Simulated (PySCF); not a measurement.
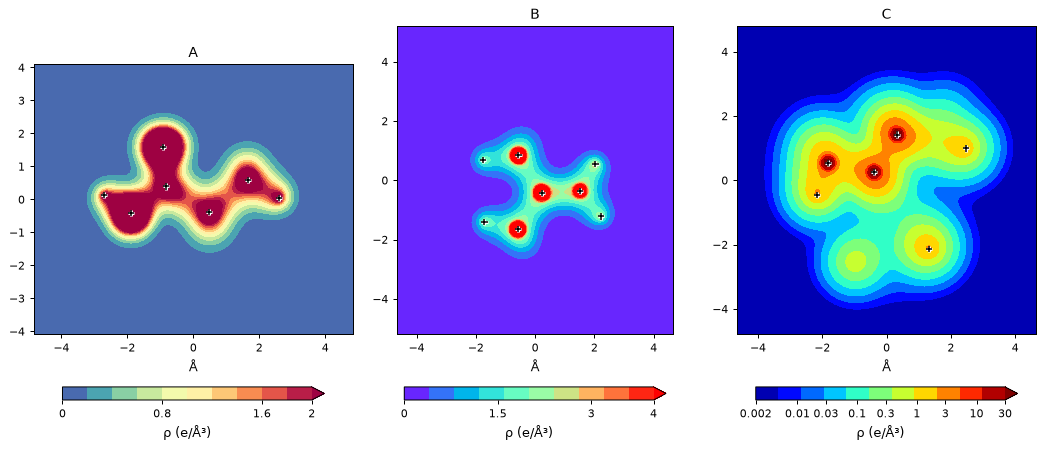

The electron density of 3 systems, each on a plane through atoms (crosses mark nuclei in the plane).

Method: PBE0/pcSseg-1, SCF density, gas phase, non-relativistic (PySCF).

System 1: C₇H₁₂, the plane of atoms C3, C5 and C7. Geometry: GFN2-xTB, MD frame at 250 fs, 600 K.

```xyz
19

C     2.1288   -0.5908    1.2680
C     0.8611   -0.9879    1.0731
C     0.1831   -0.8273   -0.2149
C     0.1968   -2.1419   -1.1486
C    -1.2142   -0.3521   -0.0335
C    -2.0929   -1.1776    0.4724
C    -1.5048    0.9585   -0.6304
H     2.7702   -0.0116    0.5140
H     2.7273   -0.7957    2.1780
H     0.3676   -1.6478    1.7705
H     0.9076   -0.0243   -0.7496
H    -0.1942   -3.0497   -0.6677
H    -0.3938   -1.9980   -2.1409
H     1.1369   -2.4345   -1.3670
H    -3.1358   -0.9017    0.7560
H    -1.7765   -2.0272    1.0305
H    -2.4141    0.9851   -1.2223
H    -0.5976    1.3328   -1.2490
H    -1.4837    1.5830    0.2070
```

System 2: C₅H₁₂N₂ (SMILES CNN(C)C1CC1), the plane of atoms N2, N3 and C4. Geometry: GFN2-xTB, MD frame at 250 fs, 400 K.

```csv
atom,x (Å),y (Å),z (Å)
C,-1.7597,-1.8033,1.3104
N,-1.7318,-1.0269,0.1063
N,-0.6823,-0.1462,0.0608
C,-1.0593,1.0608,-0.6792
C,0.5667,-0.7495,-0.4880
C,1.6688,-1.2616,0.4182
C,1.9235,-0.0494,-0.3939
H,-2.7652,-2.0901,1.5366
H,-1.2130,-2.7501,1.3287
H,-1.4034,-1.1133,2.0680
H,-2.0296,-1.5687,-0.7433
H,-0.1208,1.5435,-0.6710
H,-1.4283,0.8329,-1.6544
H,-1.7934,1.5191,0.0927
H,0.3425,-1.2643,-1.4083
H,1.6691,-1.1169,1.5312
H,2.2721,-2.1847,0.2239
H,2.5299,-0.2015,-1.3308
H,2.0803,0.8697,0.1653
```

System 3: C₅H₁₀O₂ (pivalic acid), the plane of atoms C2, C5 and O6. Geometry: GFN2-xTB, NEB image 0 of 0 to 8.

```xyz
17

C    -0.1896    1.4896   -0.6897
C    -0.0795    0.1045   -0.0550
C    -0.6229   -0.9658   -1.0082
C    -0.8430    0.0630    1.2735
C     1.3834   -0.2035    0.2251
O     2.3120    0.5210   -0.0118
O     1.5540   -1.4105    0.7848
H     0.2151    2.2457   -0.0219
H     0.3730    1.5272   -1.6190
H    -1.2306    1.7236   -0.8976
H    -0.0732   -0.9552   -1.9469
H    -1.6715   -0.7703   -1.2193
H    -0.5331   -1.9531   -0.5625
H    -0.7516   -0.9171    1.7338
H    -1.8959    0.2717    1.0993
H    -0.4511    0.8102    1.9601
H     2.4973   -1.5691    0.9453
```

> Which map belongs to which system?

Panel A is system 3, C₅H₁₀O₂: the plane holds C, O and H. C–O (1.20 Å): ρ is about 3.4 e/Å³ halfway. Panel B is system 1, C₇H₁₂: the plane holds C and H. C–C (1.31 Å): the density is about 2.4 e/Å³ at the midpoint. Panel C is system 2, C₅H₁₂N₂: the plane holds N, C and H. N–N (1.37 Å): ρ at the midpoint is about 2.4 e/Å³.
